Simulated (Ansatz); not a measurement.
# SnO (model cell, started as CsCl type): a soft mode frozen in, part 3 of 3

Wanted: the energy along a soft mode of SnO (model cell, started as CsCl type) and the structure at the end.

Ansatz 0.2.0; DFT PBEsol, scalar-relativistic, plane waves, PAW.

So far. Step 5 (Energy along the mode, all amplitudes (two of the runs …): The lowest of the steps tried is at 0.22 Å, 34.4 meV/atom below the parent; the bottom of the well need not coincide with a step. Step 7 (The new phase in its own primitive cell): The largest force component left is 0.69 meV/Å and the pressure is 0.002 GPa, within the tolerances set. The cell now holds 15.95 Å³/atom. The relaxed cell has a, b, c = 6.247, 6.955, 2.938 Å (conventional setting).

The structure was built from a prototype and need not be the compound's stable phase.

## (8) Modes of the new phase, k-mesh 8×8×12

A relaxed structure may still be a saddle point, so its zone-centre modes are computed. No field response is asked, since the mesh shows no gap.

input.yaml

```yaml
crystal:
  lattice:
    - [3.1235102797, -3.4773394612, 0.0]
    - [3.1235102797, 3.4773394612, 0.0]
    - [0.0, 0.0, 2.9378134181]
  atoms:
    - { symbol: Sn, position: [0.2299607811, 0.2299607811, 0.0] }
    - { symbol: Sn, position: [0.7700392189, 0.7700392189, 0.0] }
    - { symbol: O, position: [0.8219978576, 0.1780021424, 0.5] }
    - { symbol: O, position: [0.1780021424, 0.8219978576, 0.5] }
kpoints:
  mp_grid: { grid: [8, 8, 12] }
hamiltonian:
  xc: pbesol
scf:
  occupations: { method: methfessel_paxton, width: 0.15 }
output:
  eigenvalues: true
phonons:
  method: dfpt
```

Command:

```console
$ ansatz run input.yaml --threads 4 --pin off --max-ram 7168MiB --backend cpu --events-out ev --progress --plain --runs-dir out
```

Numbers of over 12 decimals in the logs are rounded to 6 here.

The log of the run:

```text
zone centre: on kpoints.mp_grid the ground state, and the responses unless they are solved on pairs of k-points, stand on 238 of the mesh's 768 k-points, reduced under 2 symmetry operations, with k and −k counted as one. Each operation leaves every solved displacement unchanged or reverses it
[...]
Crystal: 4 atoms, lattice volume = 63.818 Å³
Basis set: ecut = 420 eV, 1265 PW (Γ), exchange–correlation on 64×64×40 points (8 copies of the dense FFT grid, shifted against one another)
Bands: 24, of which v1, the nominal top of the filled ones, is band 20 counted from 1 (19 counted from 0)
Symmetry: 8 space group operations
k-points: 238 of 768 (irreducible under 2 space group operations, time reversal used)
[...]
SCF iter   1: F=—  HF=-13018.875705 eV  |F-HF|=—  |Δ(HF+E_count)|=         —  Δρ=1.54e-2  dr2=1.43e-1  ethr=1.77e-3  ⟨swp⟩=5.6  Hψ=25607  notcnv=0
[...]
SCF iter  11: F=-13018.841820 eV  HF=-13018.841820 eV  |F-HF|=1.82e-12  |Δ(HF+E_count)|=  1.46e-11  S|Δr|=    0.00e0  Δρ=7.57e-8  dr2=4.51e-12  ethr=1.00e-12  ⟨swp⟩=5.0  Hψ=27022  notcnv=0
SCF 1 converged in 11 iterations: F = -13018.841820 eV  dr2 = 4.51e-12
[...]
DFPT response loops at Γ: preconditioner auto → Kerker (q_TF=auto, 2.524 Å⁻¹) (partly filled bands, converged f_vac=0.000); β = 1.00, the filter's whole step (`scf.mixing.beta` (0.50) is not read by the response loops under this deck's `scf.mixing.preconditioner`; to damp them name `kerker` or `kerker_dos`, under which they read `scf.mixing.beta`, and type it under 1.00, their step now; both keys bind the ground state too); Broyden in place of MSR1
SCF converged after 11 iterations
[...]
Free energy (F): -13018.841820 eV
[...]
Internal energy: -13018.841708 eV  (E = F + TS)
E sigma→0 (E₀):  -13018.841792 eV
Entropy (-TS):   -0.000111 eV (-0.028 meV/atom)
Fermi energy:    10.443469 eV
[...]
--- Band table (eV; the first three rows and the last of 238) ---
  k-point 0: bands = [... 16 lower, 7.9070, 8.2003, 8.8091, 8.9906, 12.8965, 14.2875, 15.8129, 18.7378]
  k-point 1: bands = [... 16 lower, 7.7403, 8.2481, 8.6271, 9.0431, 13.0276, 14.1727, 15.8854, 18.2656]
  k-point 2: bands = [... 16 lower, 7.4089, 8.0979, 8.4509, 9.1822, 13.2666, 13.8290, 16.0616, 16.3842]
  k-point 237: bands = [... 16 lower, 6.9420, 7.7218, 8.3901, 9.0506, 12.0804, 13.5453, 14.2761, 14.5607]
--- Phonons (Γ-DFPT): 6 representative perturbations + reference, on 238 of 768 k-points (Σ response iterations 19) ---
  k mesh reduced under 2 symmetry operations, with k and −k counted as one. Each operation leaves every solved displacement unchanged or reverses it
  ASR residual: 4.284e-5 → 0.000e0 eV/Å²; symmetrization residual: 2.465e-6 eV/Å²
  ASR residual per site (eV/Å²): 2.21e-5 2.21e-5 4.28e-5 4.28e-5
  Γ frequencies (cm⁻¹): -199.13 -189.04 -155.03 -84.20 0.00 0.00 0.00 36.69 90.74 197.54 225.87 446.40
  non-analytic LO–TO correction: not included (Born effective charges unavailable; polar crystals: no LO–TO splitting at Γ)
```

It took 56 s on 4 threads of Arm Neoverse V2, shared host; peak memory 1.4 GiB; 3.5 min of CPU time.

Numbers from this step:

```
sum-rule residual before enforcement                    : 4.28e-5 eV/Å²
point group                                             : mmm
highest optical mode at the zone centre (no LO-TO term) : 446.4 cm⁻¹
lowest optical zone-centre mode                         : -199.1 cm⁻¹
```

Patterns of degenerate modes are one choice out of their space. The modes at Γ (shares of kinetic energy by element, %) (negative means imaginary):

```csv
mode,frequency (cm⁻¹),symmetry,Sn %,O %
1,-199.1,B1g,5,95
2,-189.0,B1u,12,88
3,-155.0,B3g,0,100
4,-84.2,B2g,100,0
5,0.0,acoustic,88,12
6,0.0,acoustic,88,12
7,0.0,acoustic,88,12
8,36.7,B3u,12,88
9,90.7,B1g,95,5
10,197.5,Ag,100,0
11,225.9,B2u,12,88
12,446.4,Ag,0,100
```

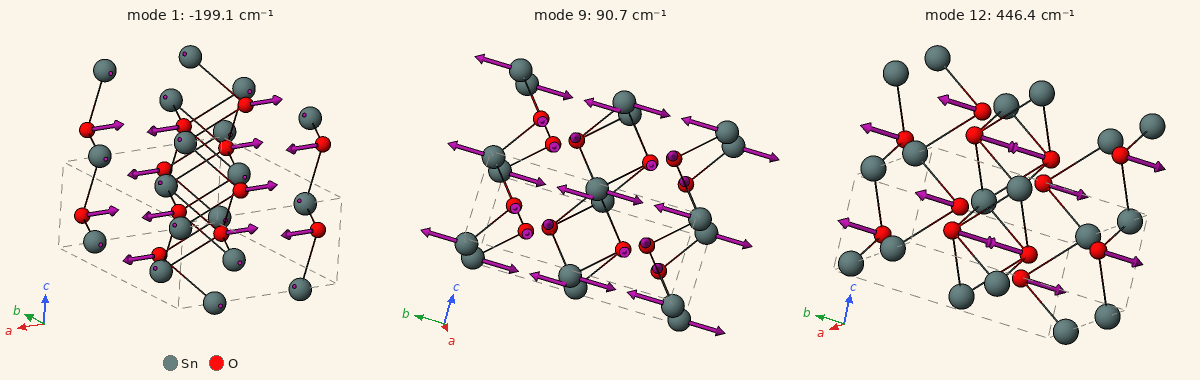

Displacement patterns of modes 1, 9 and 12 at Γ; arrows are exaggerated. 1×1×2 conventional cells are drawn. Some periodic images of atoms are drawn too.

Before it was imposed, the acoustic sum rule was missed by 4.3e-5 eV/Å². Small misses are needed for a sound result but don't prove that mesh and cutoff are converged. The lowest optical mode is imaginary, 199.1i cm⁻¹, so the energy falls along it.

## (9) What came out

| Property | Result |
| --- | --- |
| unstable mode of the parent | q = (0, -0.5, -0.5), 283i cm⁻¹ |
| depth at the lowest point sampled | 34.4 meV/atom |
| largest atomic shift at that point | 0.22 Å |
| space group reached (within 0.01 Å) | Cmmm |
| energy gained over the parent (first relaxation, on the mesh of the frozen mode) | 102 meV/atom |
| volume per atom, phase reached | 16.0 Å³ |
| lowest optical zone-centre mode, phase reached | -199 cm⁻¹ |
| highest optical mode at the zone centre (no LO-TO term), phase reached | 446 cm⁻¹ |

In words: Along this mode the structure falls into Cmmm, 102 meV/atom below the parent. At the parent's cell the well is 34.36 meV/atom deep on the steps tried, with its lowest point at a shift of 0.22 Å. Relaxing atoms and cell changes the gain by +67.40 meV/atom against the lowest step (energies at zero smearing). Most of the total comes from this relaxation. The new phase still has an imaginary mode at the zone centre of its cell, so it is a saddle point on the way to a lower structure. Of the 6 patterns followed to their end from this parent, this one ends 289 meV/atom above the lowest, R3m. Each path keeps the symmetry of its pattern, so a lower phase may lie along a pattern not tried. With no gap, or one that is small against the smearing, the frequencies hang on the k mesh and the smearing, most of all near Kohn anomalies. A semilocal functional can close a gap that the real compound would have, so the metallic treatment may be an artefact of the level. Spin-orbit coupling is left out, which can matter for the heavy elements here. The starting cell was built on a prototype and not taken from a measurement, so the phase need not exist.

[Logs are printed without paths, hosts, clocks, repeated set-up lines and the standing remarks that a program may print on its own settings, such as how far it seeks lower states.]

[Hosts, paths, dates, database ids (printed as entryN), source tags and the programs' standing remarks are cut or masked in the printed files.]
